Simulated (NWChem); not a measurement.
C2H6F2OSi: energy and gradient calculation (part 2 of 2)

C2H6F2OSi, SMILES C[Si](F)(F)CO; HF/3-21G, RHF (NWChem 7.3.0). The geometry comes from this level: PBE0-D4/def2-TZVP.

Geometry of the input (Å):
```
C  -1.5552  -0.4401  0.6482
Si 0.1514  -0.7480  0.0323
F  1.1144  -1.0179  1.2809
F  0.1823  -2.0689  -0.8595
C  0.9332  0.6646  -0.9094
O  1.1114  1.7835  -0.0425
H  -1.8840  -1.2478  1.3058
H  -2.2597  -0.3659  -0.1835
H  -1.5871  0.4977  1.2075
H  0.2766  0.9997  -1.7171
H  1.8752  0.3601  -1.3860
H  1.7186  1.5278  0.6572
```

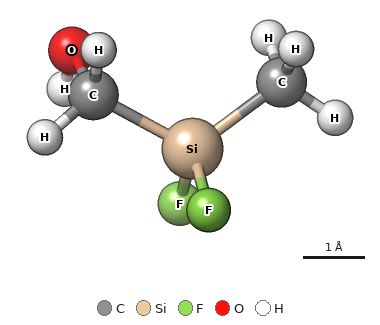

The structure (ball-and-stick view, seen at a tilt).

### The program's output, continued
```
 Vector   18  Occ=2.000000D+00  E=-6.852205D-01
              MO Center=  5.9D-01, -1.3D+00,  1.7D-01, r^2= 2.7D+00
   Bfn.  Coefficient  Atom+Function         Bfn.  Coefficient  Atom+Function
  ----- ------------  ---------------      ----- ------------  ---------------
    39      0.341908   4 F  py               35      0.305661   4 F  py
    29      0.236430   3 F  px               25      0.210902   3 F  px
    31      0.202183   3 F  pz               30     -0.192450   3 F  py
    18     -0.189715   2 Si pz               27      0.181165   3 F  pz
    26     -0.169515   3 F  py

 Vector   19  Occ=2.000000D+00  E=-6.724868D-01
              MO Center=  5.6D-01, -9.2D-01, -4.4D-02, r^2= 3.4D+00
   Bfn.  Coefficient  Atom+Function         Bfn.  Coefficient  Atom+Function
  ----- ------------  ---------------      ----- ------------  ---------------
    30      0.274260   3 F  py               26      0.242249   3 F  py
    38     -0.224270   4 F  px               40     -0.222642   4 F  pz
    36     -0.200202   4 F  pz               34     -0.198885   4 F  px
    31      0.156553   3 F  pz               19      0.150523   2 Si s

 Vector   20  Occ=2.000000D+00  E=-6.629382D-01
              MO Center=  7.1D-01, -6.4D-01, -5.0D-02, r^2= 3.9D+00
   Bfn.  Coefficient  Atom+Function         Bfn.  Coefficient  Atom+Function
  ----- ------------  ---------------      ----- ------------  ---------------
    38      0.290899   4 F  px               34      0.267278   4 F  px
    29      0.244702   3 F  px               25      0.225852   3 F  px
    20      0.184791   2 Si px               31     -0.172121   3 F  pz
    27     -0.159584   3 F  pz               52     -0.160149   6 O  px
    56     -0.155980   6 O  px

 Vector   21  Occ=2.000000D+00  E=-6.344086D-01
              MO Center=  5.8D-01, -1.4D+00,  1.5D-01, r^2= 2.6D+00
   Bfn.  Coefficient  Atom+Function         Bfn.  Coefficient  Atom+Function
  ----- ------------  ---------------      ----- ------------  ---------------
    29      0.331667   3 F  px               38     -0.317923   4 F  px
    25      0.280321   3 F  px               34     -0.270632   4 F  px
    40      0.230264   4 F  pz               31     -0.207973   3 F  pz
    36      0.196481   4 F  pz               27     -0.175899   3 F  pz
    39     -0.165910   4 F  py

 Vector   22  Occ=2.000000D+00  E=-6.213171D-01
              MO Center=  5.7D-01, -1.4D+00,  1.4D-01, r^2= 2.5D+00
   Bfn.  Coefficient  Atom+Function         Bfn.  Coefficient  Atom+Function
  ----- ------------  ---------------      ----- ------------  ---------------
    40      0.360647   4 F  pz               31      0.311457   3 F  pz
    36      0.310318   4 F  pz               30      0.265757   3 F  py
    27      0.262881   3 F  pz               38      0.238729   4 F  px
    26      0.235013   3 F  py               34      0.208878   4 F  px

 Vector   23  Occ=2.000000D+00  E=-6.091768D-01
              MO Center=  5.6D-01,  7.2D-02, -1.2D-01, r^2= 4.1D+00
   Bfn.  Coefficient  Atom+Function         Bfn.  Coefficient  Atom+Function
  ----- ------------  ---------------      ----- ------------  ---------------
    58     -0.257045   6 O  pz               30      0.247681   3 F  py
    47      0.241080   5 C  px               54     -0.236410   6 O  pz
    39      0.227395   4 F  py               26      0.213861   3 F  py
    35      0.193767   4 F  py               43      0.194092   5 C  px

 Vector   24  Occ=2.000000D+00  E=-5.969361D-01
              MO Center=  9.0D-01,  8.1D-01, -3.0D-01, r^2= 2.8D+00
   Bfn.  Coefficient  Atom+Function         Bfn.  Coefficient  Atom+Function
  ----- ------------  ---------------      ----- ------------  ---------------
    57      0.314162   6 O  py               53      0.281210   6 O  py
    45     -0.272258   5 C  pz               49     -0.253406   5 C  pz
    30      0.239014   3 F  py               26      0.206865   3 F  py
    65      0.170054  10 H  s

 Vector   25  Occ=2.000000D+00  E=-5.745137D-01
              MO Center= -1.5D+00, -4.4D-01,  4.8D-01, r^2= 2.1D+00
   Bfn.  Coefficient  Atom+Function         Bfn.  Coefficient  Atom+Function
  ----- ------------  ---------------      ----- ------------  ---------------
     5      0.334223   1 C  pz                9      0.302274   1 C  pz
    61     -0.239859   8 H  s                62     -0.210447   8 H  s

 Vector   26  Occ=2.000000D+00  E=-5.722815D-01
              MO Center= -1.3D+00, -2.5D-01,  7.1D-01, r^2= 2.7D+00
   Bfn.  Coefficient  Atom+Function         Bfn.  Coefficient  Atom+Function
  ----- ------------  ---------------      ----- ------------  ---------------
     4      0.342168   1 C  py                8      0.321553   1 C  py
    63      0.215127   9 H  s                59     -0.192417   7 H  s
    64      0.174146   9 H  s                60     -0.165691   7 H  s

 Vector   27  Occ=2.000000D+00  E=-5.102970D-01
              MO Center= -5.0D-01, -1.6D-01,  2.9D-01, r^2= 3.7D+00
   Bfn.  Coefficient  Atom+Function         Bfn.  Coefficient  Atom+Function
  ----- ------------  ---------------      ----- ------------  ---------------
     7      0.364625   1 C  px                3      0.286511   1 C  px
     6      0.198378   1 C  s                57      0.186277   6 O  py
    16     -0.182726   2 Si px               29      0.168623   3 F  px
    15      0.160413   2 Si s                53      0.152912   6 O  py

 Vector   28  Occ=2.000000D+00  E=-4.924142D-01
              MO Center=  9.6D-01,  1.2D+00, -4.1D-01, r^2= 2.1D+00
   Bfn.  Coefficient  Atom+Function         Bfn.  Coefficient  Atom+Function
  ----- ------------  ---------------      ----- ------------  ---------------
    56      0.363632   6 O  px               52      0.305491   6 O  px
    57     -0.255198   6 O  py               55     -0.241198   6 O  s
    53     -0.204198   6 O  py               44      0.200728   5 C  py
    68     -0.172564  11 H  s                66      0.158678  10 H  s
    48      0.155636   5 C  py

 Vector   29  Occ=2.000000D+00  E=-4.181355D-01
              MO Center=  7.1D-01,  7.2D-01, -2.9D-01, r^2= 2.9D+00
   Bfn.  Coefficient  Atom+Function         Bfn.  Coefficient  Atom+Function
  ----- ------------  ---------------      ----- ------------  ---------------
    56      0.295164   6 O  px               46      0.252285   5 C  s
    57      0.245821   6 O  py               58     -0.237873   6 O  pz
    52      0.229274   6 O  px               48     -0.195672   5 C  py
    49      0.187126   5 C  pz               54     -0.186152   6 O  pz
    53      0.184242   6 O  py               44     -0.165801   5 C  py

 Vector   30  Occ=0.000000D+00  E= 1.992298D-01
              MO Center=  5.3D-01,  6.0D-02,  3.5D-02, r^2= 4.2D+00
   Bfn.  Coefficient  Atom+Function         Bfn.  Coefficient  Atom+Function
  ----- ------------  ---------------      ----- ------------  ---------------
    22      0.684195   2 Si pz               55     -0.614343   6 O  s
    70      0.411086  12 H  s                28     -0.362911   3 F  s
    37      0.337095   4 F  s                48      0.292998   5 C  py
    57      0.293909   6 O  py               62      0.293742   8 H  s
    49      0.269997   5 C  pz               21      0.267219   2 Si py

 Vector   31  Occ=0.000000D+00  E= 2.260357D-01
              MO Center= -5.3D-01, -2.9D-01, -2.8D-01, r^2= 5.3D+00
   Bfn.  Coefficient  Atom+Function         Bfn.  Coefficient  Atom+Function
  ----- ------------  ---------------      ----- ------------  ---------------
     6      1.584379   1 C  s                19     -1.315088   2 Si s
    46      1.176088   5 C  s                60     -0.677469   7 H  s
    68     -0.612915  11 H  s                64     -0.451668   9 H  s
    20      0.351317   2 Si px               62     -0.346511   8 H  s
    22      0.308457   2 Si pz               66     -0.308035  10 H  s

 Vector   32  Occ=0.000000D+00  E= 2.371069D-01
              MO Center=  1.5D-01, -1.0D+00,  1.9D-01, r^2= 4.3D+00
   Bfn.  Coefficient  Atom+Function         Bfn.  Coefficient  Atom+Function
  ----- ------------  ---------------      ----- ------------  ---------------
    21      0.783557   2 Si py               64     -0.487564   9 H  s
    60      0.472011   7 H  s                62     -0.450567   8 H  s
    66     -0.428589  10 H  s                28      0.416108   3 F  s
    20     -0.408311   2 Si px               68      0.393529  11 H  s
    37      0.383067   4 F  s                19     -0.377061   2 Si s

 Vector   33  Occ=0.000000D+00  E= 2.661496D-01
              MO Center=  2.3D-01, -3.8D-01, -2.7D-01, r^2= 6.2D+00
   Bfn.  Coefficient  Atom+Function         Bfn.  Coefficient  Atom+Function
  ----- ------------  ---------------      ----- ------------  ---------------
     6      1.428168   1 C  s                46     -1.393523   5 C  s
    20      0.941693   2 Si px               22     -0.647823   2 Si pz
    66      0.638205  10 H  s                68      0.539213  11 H  s
    62     -0.482221   8 H  s                64     -0.467532   9 H  s
    49      0.272678   5 C  pz               60     -0.232653   7 H  s

 Vector   34  Occ=0.000000D+00  E= 2.873257D-01
              MO Center= -3.7D-01,  4.1D-01, -1.6D-01, r^2= 6.3D+00
   Bfn.  Coefficient  Atom+Function         Bfn.  Coefficient  Atom+Function
  ----- ------------  ---------------      ----- ------------  ---------------
    62      1.098904   8 H  s                66      0.920758  10 H  s
     9      0.767201   1 C  pz               70     -0.728630  12 H  s
    64     -0.706024   9 H  s                46     -0.591522   5 C  s
    47      0.569517   5 C  px               55      0.476097   6 O  s
     7      0.422197   1 C  px               21      0.381920   2 Si py

 Vector   35  Occ=0.000000D+00  E= 3.111931D-01
              MO Center= -3.1D-01, -7.5D-02,  9.9D-02, r^2= 6.4D+00
   Bfn.  Coefficient  Atom+Function         Bfn.  Coefficient  Atom+Function
  ----- ------------  ---------------      ----- ------------  ---------------
    64      1.066209   9 H  s                 8     -0.956142   1 C  py
    66      0.884651  10 H  s                47      0.775680   5 C  px
    60     -0.742581   7 H  s                68     -0.656992  11 H  s
    21      0.539964   2 Si py               49      0.363258   5 C  pz
    20     -0.343005   2 Si px               62     -0.329162   8 H  s

 Vector   36  Occ=0.000000D+00  E= 3.210320D-01
              MO Center= -9.2D-01, -3.7D-01,  1.5D-01, r^2= 6.4D+00
   Bfn.  Coefficient  Atom+Function         Bfn.  Coefficient  Atom+Function
  ----- ------------  ---------------      ----- ------------  ---------------
    60      1.249060   7 H  s                62     -1.018867   8 H  s
     9     -0.998679   1 C  pz               66      0.920605  10 H  s
     8      0.657461   1 C  py               47      0.485466   5 C  px
    49      0.466251   5 C  pz               21     -0.427035   2 Si py
    70     -0.396662  12 H  s                68     -0.394308  11 H  s

 Vector   37  Occ=0.000000D+00  E= 3.450433D-01
              MO Center=  9.9D-01,  4.7D-01, -3.5D-01, r^2= 5.5D+00
   Bfn.  Coefficient  Atom+Function         Bfn.  Coefficient  Atom+Function
  ----- ------------  ---------------      ----- ------------  ---------------
    68      1.451412  11 H  s                47     -0.754872   5 C  px
    70     -0.727945  12 H  s                49      0.713631   5 C  pz
    64      0.704145   9 H  s                19     -0.520779   2 Si s
     8     -0.485161   1 C  py               46     -0.486153   5 C  s
    60     -0.444551   7 H  s                22      0.387708   2 Si pz

 Vector   38  Occ=0.000000D+00  E= 3.688132D-01
              MO Center=  4.1D-01,  1.3D-01,  1.7D-01, r^2= 4.8D+00
   Bfn.  Coefficient  Atom+Function         Bfn.  Coefficient  Atom+Function
  ----- ------------  ---------------      ----- ------------  ---------------
    21      1.026740   2 Si py               19      1.020861   2 Si s
    49     -0.910143   5 C  pz               70     -0.704384  12 H  s
    20      0.653922   2 Si px               66     -0.634529  10 H  s
    68     -0.614198  11 H  s                64      0.507468   9 H  s
    55      0.454787   6 O  s                 8     -0.429801   1 C  py

 Vector   39  Occ=0.000000D+00  E= 3.754683D-01
              MO Center= -6.9D-01, -5.0D-01,  2.9D-01, r^2= 4.6D+00
   Bfn.  Coefficient  Atom+Function         Bfn.  Coefficient  Atom+Function
  ----- ------------  ---------------      ----- ------------  ---------------
    20      1.055252   2 Si px                7      1.028340   1 C  px
    60      0.938044   7 H  s                64      0.930704   9 H  s
    19     -0.825842   2 Si s                62      0.676354   8 H  s
     6     -0.640723   1 C  s                 9     -0.539576   1 C  pz
    15     -0.436337   2 Si s                47     -0.329173   5 C  px

 Vector   40  Occ=0.000000D+00  E= 4.474851D-01
              MO Center=  5.9D-01,  4.1D-01, -3.8D-01, r^2= 4.5D+00
   Bfn.  Coefficient  Atom+Function         Bfn.  Coefficient  Atom+Function
  ----- ------------  ---------------      ----- ------------  ---------------
    48      1.086890   5 C  py               46      0.893170   5 C  s
    22     -0.886266   2 Si pz               20      0.643588   2 Si px
    55     -0.625370   6 O  s                62      0.614241   8 H  s
    58      0.563955   6 O  pz                7      0.546819   1 C  px
    66     -0.541157  10 H  s                19     -0.438866   2 Si s

 Vector   41  Occ=0.000000D+00  E= 5.499936D-01
              MO Center= -5.0D-01, -7.1D-01,  2.0D-01, r^2= 4.0D+00
   Bfn.  Coefficient  Atom+Function         Bfn.  Coefficient  Atom+Function
  ----- ------------  ---------------      ----- ------------  ---------------
    19      2.331398   2 Si s                15     -1.839842   2 Si s
    60     -0.652544   7 H  s                62     -0.575358   8 H  s
    20     -0.567092   2 Si px               16      0.518267   2 Si px
    66     -0.455353  10 H  s                64     -0.446800   9 H  s
     6      0.403359   1 C  s                48      0.324989   5 C  py

 center of mass
 --------------
 x =   0.62940573 y =  -0.78555469 z =   0.08398643

 moments of inertia (a.u.)
 ------------------
         820.703553202509        -132.119064563478          22.740802220418
        -132.119064563478         564.600780148037          13.112747467424
          22.740802220418          13.112747467424         895.545649535229

  Mulliken analysis of the total density
  --------------------------------------

    Atom       Charge   Shell Charges
 -----------   ------   -------------------------------------------------------
    1 C    6     7.19   1.99  0.34  1.63  1.23  2.01
    2 Si  14    12.09   2.00  1.97  5.86  0.72  1.29  0.03  0.22
    3 F    9     9.52   1.98  0.44  2.47  1.54  3.09
    4 F    9     9.51   1.98  0.44  2.47  1.54  3.07
    5 C    6     6.63   1.99  0.34  1.56  1.13  1.61
    6 O    8     8.67   1.99  0.42  2.10  1.50  2.67
    7 H    1     0.75   0.45  0.30
    8 H    1     0.76   0.45  0.30
    9 H    1     0.74   0.45  0.29
   10 H    1     0.76   0.47  0.29
   11 H    1     0.78   0.47  0.31
   12 H    1     0.61   0.43  0.18

       Multipole analysis of the density wrt the origin
       ------------------------------------------------

     L   x y z        total         open         nuclear
     -   - - -        -----         ----         -------
     0   0 0 0     -0.000000      0.000000     58.000000

     1   1 0 0     -0.337609      0.000000     32.292961
     1   0 1 0      0.173830      0.000000    -39.432156
     1   0 0 1     -0.111291      0.000000      4.198026

     2   2 0 0    -28.933727      0.000000    211.181258
     2   1 1 0      1.210472      0.000000     51.643101
     2   1 0 1     -0.634715      0.000000    -21.138861
     2   0 2 0    -38.918129      0.000000    322.618404
     2   0 1 1     -0.001356      0.000000    -14.948290
     2   0 0 2    -31.127702      0.000000    133.648059

                              NWChem Gradients Module
                              -----------------------

  wavefunction    =   RHF

                         RHF ENERGY GRADIENTS

    atom               coordinates                        gradient
                 x          y          z           x          y          z
   1 C      -2.938902  -0.831668   1.224920    0.011618  -0.003547  -0.002532
   2 Si      0.286105  -1.413515   0.061038    0.009010  -0.017758   0.000609
   3 F       2.105911  -1.923552   2.420550   -0.014836   0.005787  -0.015479
   4 F       0.344497  -3.909654  -1.624219   -0.003313   0.020000   0.012340
   5 C       1.763492   1.255912  -1.718517    0.001124   0.011901   0.031595
   6 O       2.100241   3.370326  -0.080313    0.001842  -0.010693  -0.011848
   7 H      -3.560244  -2.358000   2.467604    0.000278  -0.004858   0.002951
   8 H      -4.270214  -0.691451  -0.346765   -0.001467  -0.000090  -0.005314
   9 H      -2.999184   0.940517   2.281844    0.001811   0.004604   0.002397
  10 H       0.522698   1.889159  -3.244848   -0.005057   0.001743  -0.005348
  11 H       3.543614   0.680490  -2.619160    0.005614  -0.002696  -0.003022
  12 H       3.247683   2.887123   1.241928   -0.006625  -0.004393  -0.006349

                 ----------------------------------------
                 |  Time  |  1-e(secs)   |  2-e(secs)   |
                 ----------------------------------------
                 |  CPU   |       0.00   |       0.71   |
                 ----------------------------------------
                 |  WALL  |       0.00   |       0.71   |
                 ----------------------------------------

 Task  times  cpu:        3.8s     wall:        3.8s
 Total times  cpu:        3.8s     wall:        3.8s
```

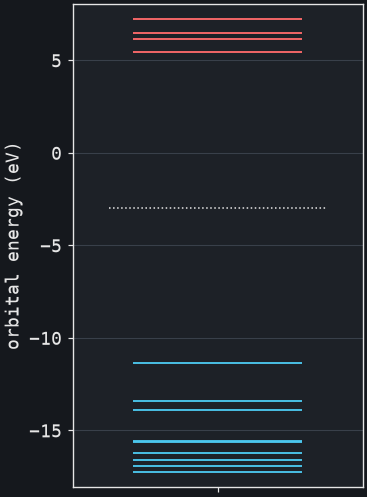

Orbital energies near the frontier; the dotted line parts filled from empty levels, and levels within 0.02 eV of each other stand side by side. Highest filled −11.38 eV, lowest empty 5.42 eV, 16.80 eV apart.

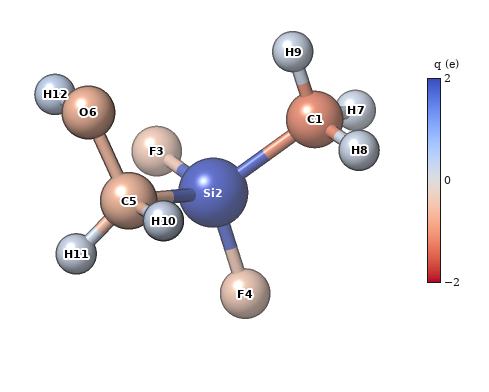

Mulliken charges, as the colour of each atom (ball-and-stick view, seen at a tilt; atoms are numbered from 1 in the order of the input). By element: C −1.19 to −0.63, Si +1.91, F −0.52 to −0.51, O −0.67 and H +0.22 to +0.39 e.

### Results in brief

```tsv
quantity	value
outcome	converged
total energy	−638.596142 hartree
basis functions	70
largest force	1.737 eV/Å
HOMO	−11.38 eV
LUMO	5.42 eV
dipole moment	1.01 D
wall time	4.5 s
peak memory	0.098 GiB
```
